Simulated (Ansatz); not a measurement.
# Sensitivity of the G0W0 gap of Ge2As4W (MoSi2N4-type monolayer)

A base run on Ge2As4W (MoSi2N4-type monolayer), then changed inputs.

Program: Ansatz 0.2.0. Level of theory: G0W0 on LDA, plane waves, PAW; PAW set soft_1. Results are calculated unless marked as measured.

## Step 1: Set-up

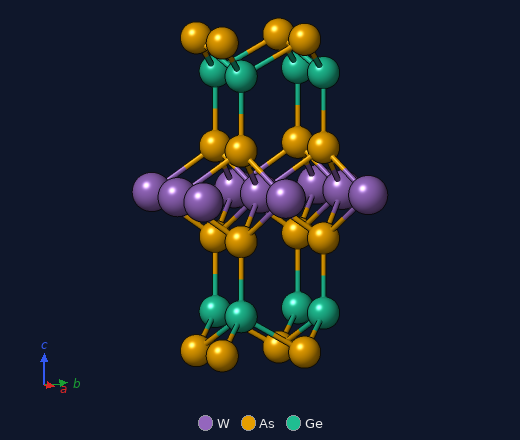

Start, viewed from the side, with the c axis up; tungsten purple, arsenic orange, germanium teal. 2×2×1 cells are drawn. Bonds to atoms that aren't drawn are left out. Some periodic images of atoms are drawn too.

The cell holds 7 atoms: 1 W, 4 As and 2 Ge. Its edges and angles: a = 3.610 Å, b = 3.610 Å, c = 43.200 Å, α = 90.0°, β = 90.0°, γ = 120.0°. Vacuum lies along c.

The structure was relaxed with LDA. The runs that relaxed it are not among those shown. Spin-orbit coupling is left out unless a step names it. The Coulomb interaction is cut off across the vacuum.

## Step 2: The base run: 6×6×1 mesh, 269 empty bands, screening to 39 eV, PAW set soft_1 files

G0W0 replaces the xc potential by the self-energy, built once from these orbitals. Only a window of levels is corrected, while the sums run over the empty bands that the input names. This step takes PAW set soft_1 files.

File input.yaml:

```yaml
crystal:
  lattice:
    - [3.6098771035, 0.0, 0.0]
    - [-1.8049385518, 3.1262452762, 0.0]
    - [0.0, 0.0, 43.2]
  atoms:
    - { symbol: W, position: [0.0, 0.0, 0.5] }
    - { symbol: As, position: [0.3333333333, 0.6666666667, 0.5335697027] }
    - { symbol: As, position: [0.3333333333, 0.6666666667, 0.4664302973] }
    - { symbol: Ge, position: [0.3333333333, 0.6666666667, 0.5889312921] }
    - { symbol: Ge, position: [0.3333333333, 0.6666666667, 0.4110687079] }
    - { symbol: As, position: [0.6666666667, 0.3333333333, 0.6157689906] }
    - { symbol: As, position: [0.6666666667, 0.3333333333, 0.3842310094] }
  periodic: [true, true, false]
kpoints:
  mp_grid: { grid: [6, 6, 1] }
hamiltonian:
  xc: lda
  pseudopotentials: { kind: paw, azcp: { folder: soft_1 }, xc_functional: pbe }
scf:
  occupations: { method: fixed }
gw:
  n_empty_bands: 269
  ecut_chi: 39.0
  qp_bands: [v2, c2]
  qp_kpoints: band_edges
  screening: { model: contour_deformation }
```

Run with:

```
$ ansatz run input.yaml --threads 8 --pin off --max-ram 17510MiB --backend cpu --events-out ev --progress --plain --runs-dir out
```

Numbers of over 12 decimals in the logs are rounded to 6 here.

Output:

```text
Engine: ansatz 0.2.0, aarch64-unknown-linux-gnu
Pseudopotentials: kind: paw
Pseudopotential: W, paw, valence charge 14, recommended cutoff 420 eV (normal), soft_1/W.paw.azcp
Pseudopotential: As, paw, valence charge 15, recommended cutoff 420 eV (normal), soft_1/As.paw.azcp
Pseudopotential: Ge, paw, valence charge 14, recommended cutoff 420 eV (normal), soft_1/Ge.paw.azcp
Functional definition: SPW92
  exchange = slater_x
  correlation = pw_c
Crystal: 7 atoms, lattice volume = 487.528 Å³
Basis set: ecut = 420 eV, 9409 PW (Γ)
Bands: 62, of which v1, the nominal top of the filled ones, is band 51 counted from 1 (50 counted from 0)
Symmetry: 12 space group operations
Space group: P-6m2 (ITA 187), of the structure as read, at distance tolerance 7.9e-5 Å
k-points: 7 of 36 (time reversal used)
Non-local potential: W, projectors of the file, l = 0: 3, l = 1: 2, l = 2: 2, l = 3: 1
Non-local potential: As, projectors of the file, l = 0: 2, l = 1: 2, l = 2: 3, l = 3: 1
Non-local potential: Ge, projectors of the file, l = 0: 2, l = 1: 2, l = 2: 3, l = 3: 1
PAW form: soft (Blöchl's): semilocal exchange-correlation on the pseudo side does not see the compensation charge
PAW frozen core: W, regenerated for the run's functional, and the local potential with it (the file was generated under x = pbe(κ = 0.804, μ = 0.219515), c = pbe(β = 0.066725))
PAW frozen core: As, regenerated for the run's functional, and the local potential with it (the file was generated under x = pbe(κ = 0.804, μ = 0.219515), c = pbe(β = 0.066725))
PAW frozen core: Ge, regenerated for the run's functional, and the local potential with it (the file was generated under x = pbe(κ = 0.804, μ = 0.219515), c = pbe(β = 0.066725))
PAW one-centre angular grid: W, 590 points (default); XC on 64 Gauss nodes
PAW one-centre angular grid: As, 590 points (default); XC on 64 Gauss nodes
PAW one-centre angular grid: Ge, 590 points (default); XC on 64 Gauss nodes
Initial density: superposition of atomic densities (neutral atoms: chi_scale 0, normalization atom)
Initial wavefunctions: pseudopotential atomic-orbital guess
Functional: x = slater, c = lda
SCF iter   1: F=—  HF=-37657.103318 eV  |F-HF|=—  |Δ(HF+E_count)|=         —  Δρ=2.00e-2  dr2=3.24e0  ethr=3.10e-3  ⟨swp⟩=6.9  Hψ=1642  notcnv=0  defer=56
preconditioner: auto → Resta (q_TF=auto, 2.102 Å⁻¹)  ε∞=2.2  [insulator: Δε(μ)=0.186 eV  Ē_g=9.045 eV  n_scr=82 (ndim 8)  ℏωp=9.8 eV  f_vac=0.682  ε∞_Penn≈2.2  vacuum switching on, ρ_ref=5.9e-3 e/Å³]
SCF iter   2: F=—  HF=-37656.673714 eV  |F-HF|=—  |Δ(HF+E_count)|=   4.30e-1  Δρ=1.23e-2  dr2=3.35e0  ethr=3.10e-3  ⟨swp⟩=3.1  Hψ=707  notcnv=0  defer=62
SCF iter   3: F=—  HF=-37656.629938 eV  |F-HF|=—  |Δ(HF+E_count)|=   4.38e-2  Δρ=9.11e-3  dr2=3.15e0  ethr=3.10e-3  ⟨swp⟩=3.6  Hψ=685  notcnv=0  defer=58
[...]
k-point 6: bands = [... 47 lower, -7.0254, -6.9430, -6.8959, -5.0552, -4.6087, -4.2496, -3.1328, -2.6966, ... 7 higher]
  ° read free of the cell's end (the report's vacuum.weakly_bound_levels)
--- G₀W₀: contour deformation, 8 samples at zero and on the imaginary axis and 1 off it, 36 q-points, 269 empty bands' worth ---
  eigenvalues of the whole cell's RPA ε∞ on this k-mesh (on a slab, of 1 + 4πα/V) = 1.2754, 11.9534, 11.9534; static W/v taken at q = 0 is 0.227816
  gw.qp_kpoints: band_edges: 5 of 7 stored k-points solved, in 1 pass; an edge of the gap read off the rows below is read off those points alone
    valence top: of the k-points left out ik 4 came nearest to being solved in a further pass, in band 51 (counted from 1, as in the quasiparticle table): it holds the edge there only if its correction is more favourable than any solved in that band by at least 0.746 eV; those differ by 0.220 eV
    conduction bottom: of the k-points left out ik 2 came nearest to being solved in a further pass, in band 52 (counted from 1, as in the quasiparticle table): it holds the edge there only if its correction is more favourable than any solved in that band by at least 0.528 eV; those differ by 0.356 eV
  `?` marks the rows in doubt; gw_qp.tsv's column doubts and the gw_qp event give each row's grounds
    ik  band        ε_KS         Σx   Σc(E_QP)       V_xc       Z   E_QP_lin       E_QP  E_QP is
     0    50     -5.3504   -16.8468     1.3917   -15.7891  0.6830    -5.0301    -5.0166  root
     0    51     -5.1964   -16.7568     0.9583   -16.2340  0.6716    -4.7804    -4.7609  root
     0    52     -3.0024   -11.2083    -3.5167   -15.9790  0.6888    -1.9407    -1.7484  root ?
     0    53     -2.9898   -10.7301    -3.5543   -15.5386  0.6918    -1.9312    -1.7357  root ?
     1    50     -5.9913   -16.8345     1.5709   -15.5619  0.6771    -5.7043    -5.6930  root
     1    51     -5.3791   -17.5365     1.0905   -16.9086  0.6657    -4.9385    -4.9165  root
     1    52     -3.0816   -10.2838    -3.3099   -14.4917  0.6785    -2.4217    -2.1836  root ?
     1    53     -2.9168   -10.6013    -3.4835   -15.0284  0.6822    -2.1870    -1.9733  root ?
     3    50     -6.0553   -16.5957     1.1902   -15.7835  0.6543    -5.6949    -5.6773  root
     3    51     -5.9392   -17.7299     1.7258   -16.4171  0.6751    -5.5452    -5.5262  root
     3    52     -4.0829   -10.2925    -2.9686   -14.2015  0.6896    -3.3752    -3.1425  root ?
     3    53     -3.7827   -11.0330    -3.2681   -15.2996  0.6709    -3.0063    -2.7842  root ?
     5    50     -6.4810   -15.9576     1.8295   -14.3465  0.6711    -6.2681    -6.2625  root
     5    51     -5.6582   -18.0082     0.9062   -17.6370  0.6589    -5.1514    -5.1232  root
     5    52     -4.2352   -13.3951    -2.8720   -17.2721  0.6739    -3.4354    -3.2302  root ?
     5    53     -3.6072   -14.1615    -3.7131   -18.9349  0.6253    -2.7936    -2.5469  root ?
     6    50     -6.8959   -15.4535     1.9243   -13.6386  0.6586    -6.7886    -6.7865  root
     6    51     -5.0552   -18.4434     0.3293   -18.7473  0.6669    -4.4545    -4.4219  root
     6    52     -4.6087   -14.9503    -2.7252   -18.6558  0.6622    -3.8276    -3.6284  root ?
     6    53     -4.2496   -12.3610    -3.1171   -16.5187  0.6830    -3.4003    -3.2091  root ?
[key lines of the parts left out:]
SCF converged after 11 iterations
Free energy (F): -37656.297058 eV
Fermi energy:    -5.055220 eV
```

Run time: 2.1 min. Hardware: 8 threads of Arm Neoverse V2, shared host; peak memory 6.3 GiB.

In the SCF lines HF is the Harris–Foulkes energy and dr2 the Hartree energy of the density residual, in eV; the loop may stop once dr2 is under the threshold and the program's other checks hold. Hψ counts applications of the Hamiltonian.

Numbers from this step:

```yaml
bands_summed: 320
plane_waves_in_the_screening_matrix: 253
q_points_in_the_mesh: 36
g0w0_gap_on_the_mesh: 0.7936 eV
k_of_the_valence_top: 0.3333, 0.3333, 0
k_of_the_conduction_bottom: 0.3333, 0.3333, 0
starting_gap_on_the_mesh: 0.4466 eV
z_at_the_valence_top: 0.6669
z_at_the_conduction_bottom: 0.6622
least_direct_g0w0_gap_on_the_computed_points: 0.7936 eV
```

The gap on the mesh goes from 0.45 eV to 0.79 eV, a correction of +0.35 eV. The program marks an edge row as in doubt. Between the two edge states, bare exchange in place of the xc potential would open the gap by 3.40 eV, and correlation takes back 3.05 eV.

## Step 3: Variant: frequency model

input.yaml, as its differences from that of step 2:

```diff
@@ -26,2 +26,2 @@
   qp_kpoints: band_edges
-  screening: { model: contour_deformation }
+  screening: { model: godby_needs }
```

Output:

```text
[...]
Crystal: 7 atoms, lattice volume = 487.528 Å³
Basis set: ecut = 420 eV, 9409 PW (Γ)
Bands: 62, of which v1, the nominal top of the filled ones, is band 51 counted from 1 (50 counted from 0)
Symmetry: 12 space group operations
[...]
k-points: 7 of 36 (time reversal used)
[...]
SCF iter   1: F=—  HF=-37657.103318 eV  |F-HF|=—  |Δ(HF+E_count)|=         —  Δρ=2.00e-2  dr2=3.24e0  ethr=3.10e-3  ⟨swp⟩=6.9  Hψ=1642  notcnv=0  defer=56
[...]
SCF iter  11: F=-37656.297058 eV  HF=-37656.297058 eV  |F-HF|=1.53e-8  |Δ(HF+E_count)|=   1.24e-8  Δρ=8.68e-7  dr2=8.88e-9  ethr=7.44e-11  ⟨swp⟩=2.0  Hψ=1287  notcnv=0
SCF 1 converged in 11 iterations: F = -37656.297058 eV  dr2 = 8.88e-9
[...]
NSCF: frozen V_eff on 7 k-points
G₀W₀ screening: q 1/7
[... further progress lines ...]
SCF converged after 11 iterations
[...]
Free energy (F): -37656.297058 eV
[...]
Internal energy: -37656.297058 eV  (E = F + TS)
E sigma→0 (E₀):  -37656.297058 eV
Fermi energy:    -5.055220 eV
[...]
--- Band table (eV; the first three rows and the last of 7) ---
  k-point 0: bands = [... 47 lower, -5.3763, -5.3504, -5.3504, -5.1964, -3.0024, -2.9898, -2.1026, -2.1026, ... 7 higher]
  k-point 1: bands = [... 47 lower, -6.0522, -5.9960, -5.9913, -5.3791, -3.0816, -2.9168, -2.4054, -2.1403, ... 7 higher]
  k-point 2: bands = [... 47 lower, -6.8415, -6.4721, -6.3300, -5.9636, -3.9985, -3.4769, -3.2604, -2.9549, ... 7 higher]
  k-point 6: bands = [... 47 lower, -7.0254, -6.9430, -6.8959, -5.0552, -4.6087, -4.2496, -3.1328, -2.6966, ... 7 higher]
  ° read free of the cell's end (the report's vacuum.weakly_bound_levels)
--- G₀W₀: ω_p = 32.1067 eV, 36 q-points, 269 empty bands' worth ---
[...]
GN-PPA: 1188694/2588905 pairs with Re ω̃² < 0 across q-mesh
[...]
0    50     -5.3504   -16.8468     1.4148   -15.7891  0.7806    -4.9944    -4.9934  root
     0    51     -5.1964   -16.7568     0.9647   -16.2340  0.7793    -4.7556    -4.7545  root
     0    52     -3.0024   -11.2083    -3.5946   -15.9790  0.7891    -1.8132    -1.8263  root
     0    53     -2.9898   -10.7301    -3.6454   -15.5386  0.7906    -1.8136    -1.8268  root
     1    50     -5.9913   -16.8345     1.5840   -15.5619  0.7773    -5.6807    -5.6799  root
     1    51     -5.3791   -17.5365     1.0945   -16.9086  0.7762    -4.9138    -4.9125  root
     1    52     -3.0816   -10.2838    -3.4704   -14.4917  0.7883    -2.3396    -2.3441  root
     1    53     -2.9168   -10.6013    -3.6310   -15.0284  0.7870    -2.1152    -2.1208  root
[...]
6    50     -6.8959   -15.4535     1.8815   -13.6386  0.7683    -6.8293    -6.8293  root
     6    51     -5.0552   -18.4434     0.3549   -18.7473  0.7736    -4.3983    -4.3964  root
     6    52     -4.6087   -14.9503    -2.8314   -18.6558  0.7737    -3.7302    -3.7345  root
     6    53     -4.2496   -12.3610    -3.2228   -16.5187  0.7825    -3.3080    -3.3147  root
```

Elapsed: 1.8 min, on 8 threads; peak memory 6.2 GiB.

The G0W0 gap on the mesh is 0.662 eV.

Against the base:

| setting | base | variant |
| --- | --- | --- |
| frequency model | contour deformation | plasmon pole |

| quantity | variant | base |
| --- | --- | --- |
| starting gap on the mesh | 0.447 | 0.447 |
| G0W0 gap on the mesh | 0.662 | 0.794 |
| least direct G0W0 gap on the computed points | 0.662 | 0.794 |
| Z at the valence top | 0.774 | 0.667 |
| Z at the conduction bottom | 0.774 | 0.662 |

## Step 4: Results

| Quantity | Value |
| --- | --- |
| base | 0.79 eV, 2.1 min |
| frequency model | 0.66 eV, 1.8 min |

**Reading.** Frequency model: the gap moves by −0.13 eV. All runs here use a coarse mesh and modest cutoffs; they test settings and are not final values. Mesh or cutoff lie under what a gap needs, so these runs test behaviour and cost; their gaps are not to be quoted. The mesh in the plane is coarse for a sheet; gap and any exciton binding can still move on denser ones. The many-body steps are scalar-relativistic: spin-orbit coupling is not in them. The program marks a band-edge row as in doubt, so the gap is less sure than its digits.

[Paths, hosts, dates, memory and timing lines, banners, echoed tables and standing remarks are left out of the program output.]

[Logs are printed without paths, hosts, clocks, repeated set-up lines and the standing remarks that a program may print on its own settings, such as how far it seeks lower states.]

[Runs of the session that timed out or met a known fault of the program may be left out.]

[Cells called generated may have been cut or substituted from an entry of the Crystallography Open Database or the Materials Project.]

[Hosts, paths, dates, database ids (printed as entryN), source tags and the programs' standing remarks are cut or masked in the printed files.]
